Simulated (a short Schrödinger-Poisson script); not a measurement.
Structure: MOS inversion layer, SiO2 on p-type Si(100), at 300 K.

| layer | material | thickness (nm) | Na (cm⁻³) |
|---|---|---|---|
| 1 | SiO2 | 1.3 | - |
| 2 | Si | 340 | 1.6e18 |

The device is made up for the run: typed textbook-type constants, with dimensions and the other settings drawn at random. SiO2: permittivity 3.9, conduction-band edge (eV) 3.15, gap (eV) 9, electron mass (mₑ) 0.5. Si: permittivity 11.7, conduction-band edge (eV) 0, gap (eV) 1.124, Nv at 300 K (cm⁻³) 3.1e19.

Channel valleys (confinement mass, in-plane density-of-states mass, number): Δ2 0.916, 0.19, 2; Δ4 0.19, 0.417, 4. At the gate the conduction-band edge of layer 1 lies 3.59 eV − eVg above the Fermi level of the channel; the field vanishes at the back. Gaps are held at their typed values at every temperature. Mesh 0.03 nm at interfaces.

Solved with a short Schrödinger-Poisson script written for these runs: 1D Poisson equation in equilibrium, electrons quantum, Hartree (BenDaniel-Duke, 12 states a valley, the channel's in-plane mass for all, wave functions ending at the dielectric), parabolic valleys, classical holes, full ionisation, no traps, pinning or gate leakage.

Only gate voltages with over 1e8 electrons/cm² are shown.

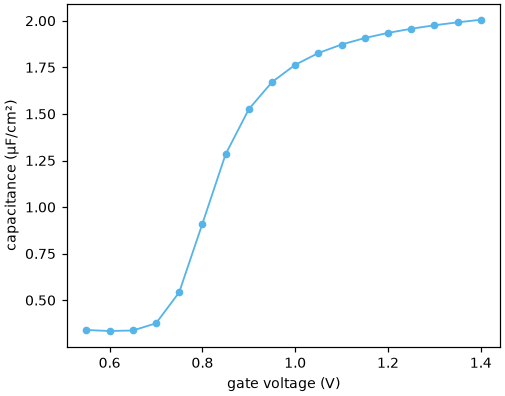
Fig. 1. Quasi-static capacitance against gate voltage

| Vg (V) | electrons (cm⁻²) | C (μF/cm²) | Δ2 E0 (meV) | Δ2 E1 (meV) | Δ4 E0 (meV) | Δ4 E1 (meV) |
|---|---|---|---|---|---|---|
| 0.55 | 1.13e8 | 0.340 | 276.0 | 369.1 | 361.8 | 511.9 |
| 0.65 | 2.74e9 | 0.338 | 193.0 | 289.5 | 282.0 | 438.1 |
| 0.75 | 5.98e10 | 0.543 | 112.7 | 212.5 | 204.7 | 366.3 |
| 0.85 | 5.02e11 | 1.28 | 56.2 | 159.3 | 151.6 | 317.1 |
| 0.95 | 1.39e12 | 1.67 | 27.2 | 133.8 | 126.5 | 294.4 |
| 1.05 | 2.46e12 | 1.83 | 9.1 | 119.4 | 112.4 | 282.1 |
| 1.15 | 3.61e12 | 1.91 | -4.5 | 109.4 | 102.8 | 274.0 |
| 1.25 | 4.81e12 | 1.96 | -15.7 | 101.7 | 95.4 | 267.9 |
| 1.35 | 6.03e12 | 1.99 | -25.6 | 95.2 | 89.3 | 263.1 |

Subbands count from the Fermi level.
